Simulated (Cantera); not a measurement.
A closed system holds: 1 mol MgO, 0.3 mol H2S, 0.094 mol O2, equilibrated at 1523 K.

Cantera equilibrium calculation (NASA polynomials, part measured and part estimated; ideal gas, pure solids and liquids). Candidate condensed phases: H2O, H2SO4, Mg, MgO, Mg(OH)2, MgS, MgSO4, S; 26 gas species. Kinetics and transport are ignored.

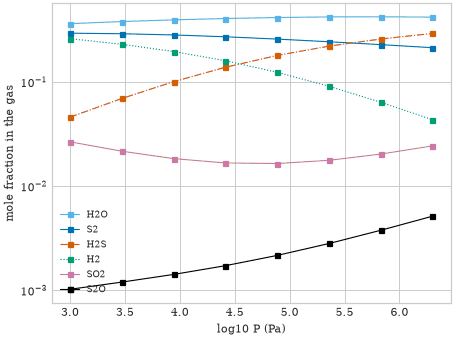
Equilibrium gas composition (values under 1e-9 drawn at 1e-9)

Task: Read off the mole fractions at 0.770 bar.

Result: H2O about 0.42, S2 about 0.26, H2S about 0.18, H2 about 0.12, SO2 about 0.017, S2O about 0.0022.
